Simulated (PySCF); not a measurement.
# What a change does: single-point calculation on AlAsH₆S

System: AlAsH₆S.
Method of run A: RHF-CCSD(T), frozen core/def2-SVP, density fitting (PySCF 2.14.0).

The geometry comes from this level: PBE0-D4/def2-TZVP. Text and figures count atoms from 1; the logs count them from 0 in places.

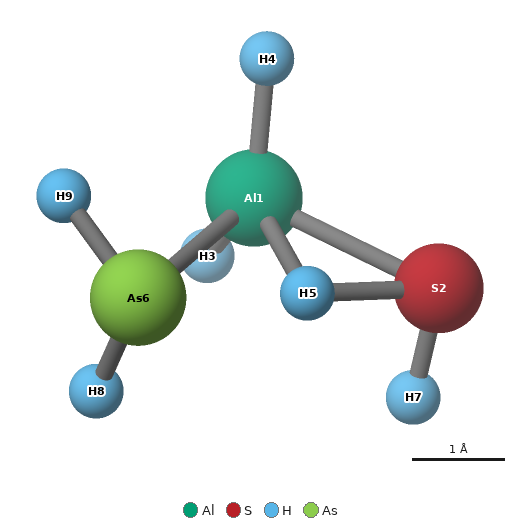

Figure 1. The structure as given in the input (ball-and-stick view, seen at a tilt; atoms are numbered from 1 in the order of the input). Sticks mark near contacts. Bond lengths as drawn: Al–As 2.67 Å, Al–H 1.58 to 1.93 Å, Al–S 2.38 Å, As–H 1.52 to 1.53 Å and H–S 1.34 to 1.64 Å.

Input, run A:
```python
import json, numpy as np
from pyscf import gto, scf, dft, mp, cc
EV, BOHR = 27.211386245988, 0.529177210903
mol = gto.M(atom="""
Al -0.687200 -0.065031 -0.714266
S 0.856310 1.715964 -1.012488
H -0.270899 -1.353601 -1.527077
H -2.103273 0.631930 -0.652218
H 0.537515 0.938032 0.394338
As 0.088049 -0.290965 1.828056
H 1.907621 0.897659 -1.193039
H 0.908130 -1.464206 1.311247
H -1.236251 -1.009882 1.565447
""", basis="def2-svp", charge=0, spin=0, max_memory=8670, verbose=0)
def mean_field(mol, dm=None):
    mf = scf.RHF(mol).density_fit()
    mf.conv_tol = 1e-9
    mf.kernel(dm0=dm)
    if not mf.converged: mf = mf.newton().run(mf.mo_coeff, mf.mo_occ)
    assert mf.converged
    return mf
def d4(mol):
    return 0.0, np.zeros((9, 3))
def energy_and_gradient(mol, dm=None):
    mf = mean_field(mol, dm); e, g = d4(mol)
    return mf, (mf.e_tot + e) * EV, (mf.nuc_grad_method().kernel()[:9] + g) * EV / BOHR
out = {}
mf = mean_field(mol); frozen = 19
print(f"Hartree-Fock energy {mf.e_tot * EV:.6f} eV")
m2 = mp.MP2(mf, frozen=frozen or None).run()
out.update(reference=mf.e_tot * EV, same_spin=m2.e_corr_ss * EV, opposite_spin=m2.e_corr_os * EV, energy=m2.e_tot * EV, converged=True, frozen=frozen)
print(f"MP2 correlation {m2.e_corr * EV:.6f} eV")
c = cc.CCSD(mf, frozen=frozen or None); c.conv_tol = 1e-7; c.max_cycle = 80; eris = c.ao2mo(); c.kernel(eris=eris); t = c.ccsd_t(eris=eris)
t1 = c.t1 if isinstance(c.t1, tuple) else (c.t1, c.t1); t2 = c.t2 if isinstance(c.t2, tuple) else (c.t2,)
T1 = np.sqrt(sum((a**2).sum() for a in t1) / 2 / (mol.nelectron - 2 * frozen))
print(f"CCSD correlation {c.e_corr * EV:.6f} eV, (T) {t * EV:.6f} eV, T1 diagnostic {T1:.4f}")
out.update(ccsd=c.e_corr * EV, triples=t * EV, t1=T1, largest_double=max(abs(a).max() for a in t2 if a.size), energy=(c.e_tot + t) * EV, converged=bool(c.converged))
out['triplet_stable'] = bool(mf.stability(internal=False, external=True, return_status=True)[3])
out['s2'] = mf.spin_square()[0]; out['nelec'] = mol.nelec
print(f"Total energy {out['energy']:.6f} eV, <S^2> {out['s2']:.4f}")
json.dump(out, open("out.json", "w"), default=float)
```

Command:
```bash
OMP_NUM_THREADS=4 python run.py
```

Hardware: 4 threads of Arm Neoverse V1, 23 GiB of memory available, shared host.

Output (run A):
```
Hartree-Fock energy -78276.547564 eV
MP2 correlation -13.007224 eV
CCSD correlation -14.197620 eV, (T) -0.435329 eV, T1 diagnostic 0.0103
Total energy -78291.180512 eV, <S^2> 0.0000
```

The input of run B differs as follows (lines with − go, lines with + come):
```diff
-Al -0.687200 -0.065031 -0.714266
-S 0.856310 1.715964 -1.012488
-H -0.270899 -1.353601 -1.527077
-H -2.103273 0.631930 -0.652218
-H 0.537515 0.938032 0.394338
-As 0.088049 -0.290965 1.828056
-H 1.907621 0.897659 -1.193039
-H 0.908130 -1.464206 1.311247
-H -1.236251 -1.009882 1.565447
+Al -0.708481 -0.044605 -0.645556
+S 0.983098 1.851642 -0.637342
+H -0.224266 -0.634221 -2.044279
+H -1.981309 0.911037 -0.570719
+H 0.910636 2.151999 0.671351
+As -0.082330 -1.153939 1.460968
+H 2.094800 1.114618 -0.470034
+H 0.454570 -2.395704 0.764455
+H -1.473584 -1.750649 1.616308
```

Predict how the results change.

With the same method and basis, run B lies 23.3 kcal/mol lower.

Output (run B):
```
Hartree-Fock energy -78277.994606 eV
MP2 correlation -12.506444 eV
CCSD correlation -13.842507 eV, (T) -0.354510 eV, T1 diagnostic 0.0094
Total energy -78292.191622 eV, <S^2> 0.0000
```

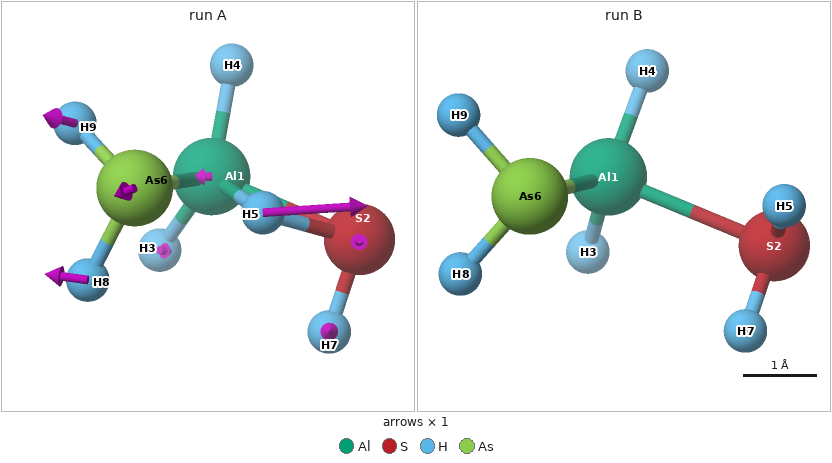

Figure 2. The two input geometries at one scale (ball-and-stick view, seen at a tilt). The pink arrows on the first give the shifts of the atoms after the best rigid fit, at true length. The atom that moves furthest after the best rigid fit is H5 (1.46 Å). By element the largest moves are H 1.46 Å, As 0.37 Å, S 0.27 Å, Al 0.27 Å. Among the contacts that change: Al1–H5 1.933 → 3.030 Å, S2–H5 1.639 → 1.345 Å, Al1–As6 2.667 → 2.462 Å, Al1–S2 2.376 → 2.541 Å.

The two runs side by side:

| quantity | run A | run B |
| --- | --- | --- |
| outcome | converged | converged |
| total energy (hartree) | −2877.147816 | −2877.184974 |
| basis functions | 98 | 98 |
| wall time (shared host) | 37 s | 31 s |
